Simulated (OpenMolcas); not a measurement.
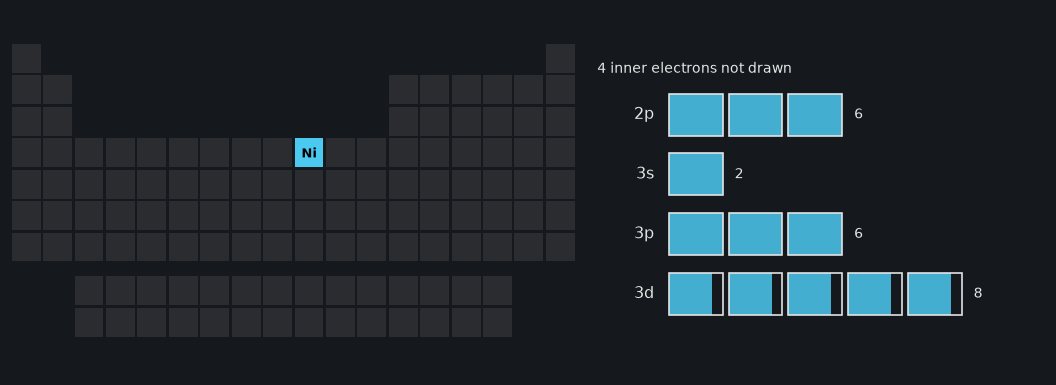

Fig. 1: Left, the place of nickel in the periodic table; right, the outer shells of the leading configuration of the lowest level: a box for each of the 2l + 1 orbitals, shaded by the share of the shell that is filled, with the electron count at the right.

## Multiconfigurational calculation for Ni²⁺ complex

- system: Ni²⁺ with 6 ligands (OH; octahedron, 2.02 Å), neutralised by 6 outer point charges of +0.67 e, whose field is part of the energies.
- method: state-averaged CASSCF, active space 8 electrons in the shell 3d, basis ANO-RCC-VDZP on the metal and ANO-RCC-VDZP on the ligands, DKH2 scalar Hamiltonian, spin-orbit coupling by RASSI with atomic mean-field integrals (OpenMolcas)

## Log (extracts)
```
--- SEWARD ---
Basis set label: NI.ANO-RCC...5S4P2D1F.

      Electronic valence basis set:
      ------------------
      Associated Effective Charge  28.000000 au
      Associated Actual Charge     28.000000 au
      Nuclear Model: Point charge

      Shell  nPrim  nBasis  Cartesian Spherical Contaminant
         s      21       5        X
         p      15       4        X
         d      10       2                 X
         f       6       1                 X
                  Relativistic Douglas-Kroll-Hess integrals:
                    - DKH order of Hamiltonian: 2
                    - DKH order of Properties : 0
                  Atomic mean-field integrals
--- RASSCF ---
Wave function specifications:
      -----------------------------

      Number of closed shell electrons          78
      Number of electrons in active shells       8
      Max number of holes in RAS1 space          0
      Max nr of electrons in RAS3 space          0
      Number of inactive orbitals               39
      Number of active orbitals                  5
      Number of secondary orbitals             104
      Spin quantum number                      1.0
      State symmetry                             1
Orbital specifications:
      -----------------------

      Symmetry species                           1   2
                                                ag  au
      Frozen orbitals                            0   0
      Inactive orbitals                         18  21
      Active orbitals                            5   0
      RAS1 orbitals                              0   0
      RAS2 orbitals                              5   0
      RAS3 orbitals                              0   0
      Secondary orbitals                        49  55
      Deleted orbitals                           0   0
      Number of basis functions                 72  76
      Number of CSFs                            10
      Number of root(s) required                10
      Iter CI   SX   CI       RASSCF       Energy    max ROT     max BLB   max BLB  Level Ln srch  Step   QN
          iter iter root      energy       change     param      element    value   shift minimum  type update
 Nr of preliminary CI iterations:   1
      Total energies have been shifted. Add                -1000.00 au
        1   1   12    0  -972.90537456    0.00E+00   5.23E-02   23  29 1  2.05E-01*  1.05   0.00    SX    NO
        2   1   12    0  -972.97464962   -6.93E-02* -2.06E-02    4  32 2  1.02E-01*  0.88   0.00    SX    NO
        3   1   11    0  -972.98953231   -1.49E-02* -1.29E-02   23  29 1  3.89E-02*  0.93   0.00    SX    NO
        4   1   11    0  -972.99311229   -3.58E-03* -6.54E-03   13  24 1  2.22E-02*  0.90   0.00    SX    NO
        5   1   11    0  -972.99422797   -1.12E-03* -7.51E-03   13  24 1  1.41E-02*  0.92   1.19    QN   YES
        6   1   10    0  -972.99478828   -5.60E-04* -3.50E-03   13  24 1  6.07E-03*  0.91   1.47    LS   YES
        7   1   10    0  -972.99485280   -6.45E-05*  1.17E-03    6  34 2 -3.07E-03*  0.91   1.02    QN   YES
        8   1    9    0  -972.99490229   -4.95E-05*  1.47E-03   13  30 1  2.19E-03*  0.91   2.26    LS   YES
        9   1   10    0  -972.99492469   -2.24E-05* -8.00E-04    6  34 2  2.98E-03*  0.91   1.01    QN   YES
       10   1    9    0  -972.99493641   -1.17E-05* -6.83E-04   13  30 1  1.11E-03*  0.91   1.86    LS   YES
       11   1    9    0  -972.99493955   -3.14E-06*  4.23E-04   21  27 1  1.07E-03*  0.91   1.00    QN   YES
       12   1    8    0  -972.99494304   -3.49E-06*  5.79E-04    4  32 2 -5.64E-04*  0.91   2.37    LS   YES
       13   1    8    0  -972.99494479   -1.76E-06*  1.26E-04   10  30 1  3.23E-04*  0.91   1.00    QN   YES
       14   1    8    0  -972.99494542   -6.29E-07*  1.89E-04   10  30 1  2.32E-04*  0.91   2.50    LS   YES
       15   1    7    0  -972.99494582   -3.97E-07* -5.78E-05    4  32 2  1.32E-04*  0.91   1.11    QN   YES
       16   1    7    0  -972.99494594   -1.27E-07* -7.15E-05   13  30 1 -7.55E-05   0.91   2.24    LS   YES
       17   1    7    0  -972.99494600   -5.58E-08*  1.80E-05   15  35 2  4.55E-05   0.91   1.00    QN   YES
       18   1    7    0  -972.99494603   -2.94E-08*  2.24E-05   15  35 2  3.05E-05   0.91   1.62    QN   YES
       19   1    6    0  -972.99494604   -1.06E-08*  9.66E-06   15  35 2  1.07E-05   0.91   1.25    QN   YES
       20   1    5    0  -972.99494604   -1.90E-09  -7.03E-06   16  35 2  8.35E-06   0.91   1.95    QN   YES
      Convergence after 20 iterations
       21   1    5    0  -972.99494604   -8.30E-10  -7.03E-06   16  35 2  5.21E-06   0.91   1.95    QN   YES
      Natural orbitals and occupation numbers for root  1
      sym 1:   1.999931   2.000000   1.000069   1.999931   1.000069
      Natural orbitals and occupation numbers for root  2
      sym 1:   2.000000   1.254009   1.745991   1.745991   1.254009
      Natural orbitals and occupation numbers for root  3
      sym 1:   1.254009   2.000000   1.254009   1.745991   1.745991
::    RASSCF root number  1 Total energy:  -1973.05969037
::    RASSCF root number  2 Total energy:  -1973.02742461
::    RASSCF root number  3 Total energy:  -1973.02742461
::    RASSCF root number  4 Total energy:  -1973.02722271
::    RASSCF root number  5 Total energy:  -1973.00518920
::    RASSCF root number  6 Total energy:  -1973.00309859
::    RASSCF root number  7 Total energy:  -1973.00309859
::    RASSCF root number  8 Total energy:  -1972.93300711
::    RASSCF root number  9 Total energy:  -1972.93300711
::    RASSCF root number 10 Total energy:  -1972.93029751
--- RASSCF ---
Wave function specifications:
      -----------------------------

      Number of closed shell electrons          78
      Number of electrons in active shells       8
      Max number of holes in RAS1 space          0
      Max nr of electrons in RAS3 space          0
      Number of inactive orbitals               39
      Number of active orbitals                  5
      Number of secondary orbitals             104
      Spin quantum number                      0.0
      State symmetry                             1
Orbital specifications:
      -----------------------

      Symmetry species                           1   2
                                                ag  au
      Frozen orbitals                            0   0
      Inactive orbitals                         18  21
      Active orbitals                            5   0
      RAS1 orbitals                              0   0
      RAS2 orbitals                              5   0
      RAS3 orbitals                              0   0
      Secondary orbitals                        49  55
      Deleted orbitals                           0   0
      Number of basis functions                 72  76
      Number of CSFs                            15
      Number of root(s) required                15
      Iter CI   SX   CI       RASSCF       Energy    max ROT     max BLB   max BLB  Level Ln srch  Step   QN
          iter iter root      energy       change     param      element    value   shift minimum  type update
 Nr of preliminary CI iterations:   1
      Total energies have been shifted. Add                -1000.00 au
        1   1   10    0  -972.91187036    0.00E+00  -6.82E-03   19  25 1 -1.07E-02*  0.92   0.00    SX    NO
        2   1   10    0  -972.91223356   -3.63E-04* -3.86E-03    8  34 2 -5.00E-03*  0.92   0.00    SX    NO
        3   1   10    0  -972.91231684   -8.33E-05*  1.59E-03   19  25 1 -2.55E-03*  0.92   0.00    SX    NO
        4   1    9    0  -972.91233807   -2.12E-05* -9.55E-04    8  34 2 -1.13E-03*  0.92   0.00    SX    NO
        5   1    9    0  -972.91234396   -5.89E-06* -9.48E-04   20  26 1 -6.45E-04*  0.92   1.40    QN   YES
        6   1    8    0  -972.91234660   -2.64E-06*  1.12E-04   21  38 1 -1.61E-04*  0.92   1.08    QN   YES
        7   1    8    0  -972.91234679   -1.87E-07*  1.68E-04   21  38 1 -9.79E-05   0.92   2.50    LS   YES
        8   1    8    0  -972.91234690   -1.12E-07* -1.08E-04   19  25 1  9.96E-05   0.92   1.05    QN   YES
        9   1    7    0  -972.91234696   -6.29E-08* -5.27E-05   15  39 1 -3.88E-05   0.92   1.56    QN   YES
       10   1    7    0  -972.91234698   -2.01E-08*  2.21E-05   15  39 1 -2.57E-05   0.92   1.37    QN   YES
       11   1    7    0  -972.91234699   -6.99E-09   1.82E-05   19  25 1 -1.56E-05   0.92   1.73    QN   YES
      Convergence after 11 iterations
       12   1    7    0  -972.91234700   -3.59E-09   1.82E-05   20  26 1 -7.30E-06   0.92   1.73    QN   YES
      Natural orbitals and occupation numbers for root  1
      sym 1:   1.987459   1.968297   1.064183   1.915875   1.064187
      Natural orbitals and occupation numbers for root  2
      sym 1:   1.998603   1.945904   1.064185   1.927123   1.064185
      Natural orbitals and occupation numbers for root  3
      sym 1:   1.999635   1.376516   1.622135   1.636633   1.365081
::    RASSCF root number  1 Total energy:  -1972.97632470
::    RASSCF root number  2 Total energy:  -1972.97632470
::    RASSCF root number  3 Total energy:  -1972.94794224
::    RASSCF root number  4 Total energy:  -1972.94794224
::    RASSCF root number  5 Total energy:  -1972.94678196
::    RASSCF root number  6 Total energy:  -1972.92810205
::    RASSCF root number  7 Total energy:  -1972.91668768
::    RASSCF root number  8 Total energy:  -1972.91668768
::    RASSCF root number  9 Total energy:  -1972.91641004
::    RASSCF root number 10 Total energy:  -1972.89606938
::    RASSCF root number 11 Total energy:  -1972.89606938
::    RASSCF root number 12 Total energy:  -1972.89359140
::    RASSCF root number 13 Total energy:  -1972.89188858
::    RASSCF root number 14 Total energy:  -1972.89188858
::    RASSCF root number 15 Total energy:  -1972.74249432
--- RASSI ---
SPIN-FREE ENERGIES:
  (Shifted by EMIN (a.u.) =      -1973.0596903707)

 SF State       Relative EMIN(au)   Rel lowest level(eV)    D:o, cm**(-1)

     1             0.0000000000        0.0000000000              0.0000
     2             0.0322657603        0.8779960657           7081.5158
     3             0.0322657603        0.8779960657           7081.5158
     4             0.0324676559        0.8834899251           7125.8268
     5             0.0545011680        1.4830523342          11961.6238
     6             0.0565917784        1.5399407398          12420.4597
     7             0.0565917784        1.5399407398          12420.4597
    11             0.0833656735        2.2684955400          18296.6504
    12             0.0833656735        2.2684955400          18296.6504
    13             0.1117481306        3.0408215453          24525.8798
    14             0.1117481306        3.0408215453          24525.8798
    15             0.1129084106        3.0723943709          24780.5318
     8             0.1266832616        3.4472271624          27803.7621
     9             0.1266832616        3.4472271624          27803.7621
    10             0.1293928584        3.5209590476          28398.4499
    16             0.1315883216        3.5807006435          28880.2984
    17             0.1430026862        3.8913013288          31385.4618
    18             0.1430026862        3.8913013288          31385.4618
    19             0.1432803304        3.8988564116          31446.3977
    20             0.1636209894        4.4523539399          35910.6563
    21             0.1636209894        4.4523539399          35910.6563
    22             0.1660989751        4.5197833678          36454.5113
    23             0.1678017924        4.5661193871          36828.2365
    24             0.1678017924        4.5661193871          36828.2365
    25             0.3171960490        8.6313442051          69616.4859
     Dipole printing threshold changed to   1.00000000E+00
Eigenvalues of complex Hamiltonian:
   -----------------------------------
  (Shifted by EMIN (a.u.) =      -1973.0596903707)

 SO State       Relative EMIN(au)   Rel lowest level(eV)    D:o, cm**(-1)

     1            -0.0006356942        0.0000000000              0.0000
     2            -0.0006212784        0.0003922745              3.1639
     3            -0.0006212784        0.0003922745              3.1639
     4             0.0304583302        0.8461115072           6824.3495
     5             0.0304583302        0.8461115071           6824.3495
     6             0.0310896247        0.8632899067           6962.9027
     7             0.0310896247        0.8632899067           6962.9027
     8             0.0313266607        0.8697399849           7014.9261
     9             0.0331523789        0.9194203074           7415.6249
    10             0.0331523789        0.9194203074           7415.6249
    11             0.0331820359        0.9202273163           7422.1339
    12             0.0338364920        0.9380359729           7565.7704
    13             0.0513124412        1.4135807777          11401.2979
    14             0.0535257705        1.4738085353          11887.0675
    15             0.0535257705        1.4738085353          11887.0675
    16             0.0546649406        1.5048069326          12137.0864
    17             0.0576576065        1.5862415208          12793.9007
    18             0.0581383664        1.5993236649          12899.4153
    19             0.0581383664        1.5993236649          12899.4153
    20             0.0590183927        1.6232703997          13092.5587
    21             0.0590183927        1.6232703997          13092.5587
    22             0.0838760306        2.2996811860          18548.1796
    23             0.0838760306        2.2996811860          18548.1796
    24             0.1105657568        3.0259456330          24405.8975
    25             0.1105657568        3.0259456330          24405.8975
    26             0.1117192580        3.0573340013          24659.0617
    27             0.1259147470        3.4436129348          27774.6114
    28             0.1259147470        3.4436129348          27774.6114
    29             0.1269742954        3.4724447149          28007.1554
    30             0.1269742954        3.4724447150          28007.1554
    31             0.1278034216        3.4950063887          28189.1276
    32             0.1280784765        3.5024910139          28249.4952
    33             0.1300723204        3.5567462695          28687.0933
    34             0.1300723204        3.5567462695          28687.0933
    35             0.1303347118        3.5638863027          28744.6816
    36             0.1321472056        3.6132067723          29142.4780
    37             0.1431063636        3.9114206532          31547.7351
    38             0.1431063636        3.9114206532          31547.7351
    39             0.1433822185        3.9189270493          31608.2783
    40             0.1637932736        4.4743401519          36087.9871
    41             0.1637932736        4.4743401519          36087.9871
Weights of the five most important spin-orbit-free states for each spin-orbit state.

 SO State  Total energy (au)           Spin-free states, spin, and weights
 -------------------------------------------------------------------------------------------------------
    1        -0.000636       1 1.0  0.9830    3 1.0  0.0082    2 1.0  0.0082   15 0.0  0.0005   22 0.0  0.0001
    2        -0.000621       1 1.0  0.9834    3 1.0  0.0077    4 1.0  0.0077    2 1.0  0.0005   13 0.0  0.0005
    3        -0.000621       1 1.0  0.9834    2 1.0  0.0077    4 1.0  0.0077    3 1.0  0.0005   14 0.0  0.0005
    4         0.030458       3 1.0  0.4955    4 1.0  0.2564    2 1.0  0.2151    7 1.0  0.0150    5 1.0  0.0090
    5         0.030458       2 1.0  0.4955    4 1.0  0.2564    3 1.0  0.2151    6 1.0  0.0150    5 1.0  0.0090
    6         0.031090       2 1.0  0.5076    3 1.0  0.2745    4 1.0  0.1996    5 1.0  0.0115    6 1.0  0.0057
    7         0.031090       3 1.0  0.5076    2 1.0  0.2745    4 1.0  0.1996    5 1.0  0.0115    7 1.0  0.0057
    8         0.031327       4 1.0  0.6455    3 1.0  0.1691    2 1.0  0.1691    6 1.0  0.0079    7 1.0  0.0079
    9         0.033152       4 1.0  0.5126    3 1.0  0.3011    2 1.0  0.1565    1 1.0  0.0158    7 1.0  0.0050
   10         0.033152       4 1.0  0.5126    2 1.0  0.3011    3 1.0  0.1565    1 1.0  0.0158    6 1.0  0.0050
   11         0.033182       3 1.0  0.4845    2 1.0  0.4845    1 1.0  0.0162    5 1.0  0.0097    6 1.0  0.0017
   12         0.033836       4 1.0  0.3432    2 1.0  0.3284    3 1.0  0.3284    7 1.0  0.0000    6 1.0  0.0000
```

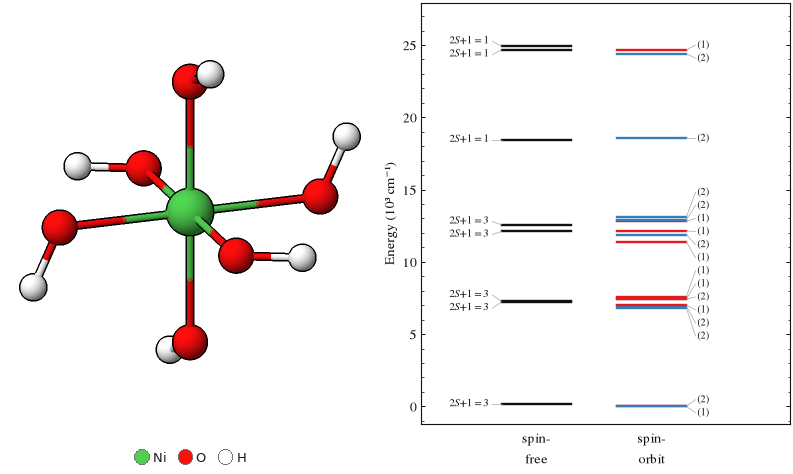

Fig. 2: Ni²⁺ (3d⁸) with 6 ligands, OH⁻, at 2.02 Å (arrangement: octahedron, Ci), neutralised by outer point charges of +0.67 e, and its levels. Labels give the representation in O, Td, D4 or D3 as the site allows (double group for half-integer spin) where it could be assigned and, in brackets, the degeneracy; spin-free states, where drawn, share the zero of the spin-orbit levels. The ground level is non-degenerate, 100 % from states of spin multiplicity 3. The next level lies at 3.2 cm⁻¹. The active orbitals hold 94 to 98 % metal character (Löwdin), and the Mulliken charge of the metal is +1.38.

## Input
```
&GATEWAY
Coord
13

Ni 0.0 0.0 0.0
O 2.020000 0.000000 0.000000
H 2.429940 0.879119 0.000000
O 0.000000 2.020000 0.000000
H 0.000000 2.429940 0.879119
O -2.020000 0.000000 0.000000
H -2.429940 -0.879119 0.000000
O 0.000000 -2.020000 0.000000
H 0.000000 -2.429940 -0.879119
O 0.000000 0.000000 2.020000
H 0.879119 0.000000 2.429940
O 0.000000 0.000000 -2.020000
H -0.879119 0.000000 -2.429940
Basis=Ni.ANO-RCC-VDZP,H.ANO-RCC-VDZP,O.ANO-RCC-VDZP
Group=XYZ
NoMove
AngMom=0.0 0.0 0.0
AMFI
RICD
XField
3 Angstrom 0
5.020000 0.000000 0.000000 0.666667
0.000000 5.020000 0.000000 0.666667
0.000000 0.000000 5.020000 0.666667
&SEWARD
&RASSCF
FileOrb=start.orb
Symmetry=1
Spin=3
nActEl=8 0 0
Inactive=18 21
Ras2=5 0
CIRoot=10 10 1
SDav=10
CIMx=300
Iter=150 100
PrWF=0.3
OrbListing=Nothing
MaxOrb=0
LevShft=1.0
>>> COPY $Project.JobIph JOB001
&RASSCF
FileOrb=start.orb
Symmetry=1
Spin=1
nActEl=8 0 0
Inactive=18 21
Ras2=5 0
CIRoot=15 15 1
SDav=15
CIMx=300
Iter=150 100
PrWF=0.3
OrbListing=Nothing
MaxOrb=0
LevShft=1.0
>>> COPY $Project.JobIph JOB002
&RASSI
NrOfJobIphs=2 10 15
1 2 3 4 5 6 7 8 9 10
1 2 3 4 5 6 7 8 9 10 11 12 13 14 15
IphNames
JOB001
JOB002
EJob
SpinOrbit
DIPRint=1.0
SOCoupling=1000.0
Subsets=2
Property=9
'ANGMOM' 1 'ANGMOM' 2 'ANGMOM' 3 'MLTPL  1' 1 'MLTPL  1' 2 'MLTPL  1' 3
'AMFI' 1 'AMFI' 2 'AMFI' 3
SOProperty=3
'ANGMOM' 1 'ANGMOM' 2 'ANGMOM' 3
```

The file start.orb holds starting orbitals from an earlier step. A driver script formed the levels outside the program, from RASSI's spin-orbit matrix and the active-space energies, averaged over the components of each term or state.

Launched with:
```bash
OMP_NUM_THREADS=1 MOLCAS_MEM=2457 MOLCAS_PROJECT=a pymolcas a.inp > a.log  # once for each step of the input, in one work folder
```

## Key numbers

```tsv
quantity	value
outcome	converged
energy of the lowest spin-free term	−1973.05969 hartree
energy of the lowest spin-orbit level	−1973.06033 hartree
largest spread among components of a term	0.0 cm⁻¹
hardware	1 thread of Arm Neoverse V1, 24 GiB of memory available, shared host
wall time	23 s
peak memory	0.18 GiB
```

## Remarks

Without dynamic correlation the splittings between terms come out too large, often by 20 to 50 %. Limits: distances are set from ionic radii, not optimised.
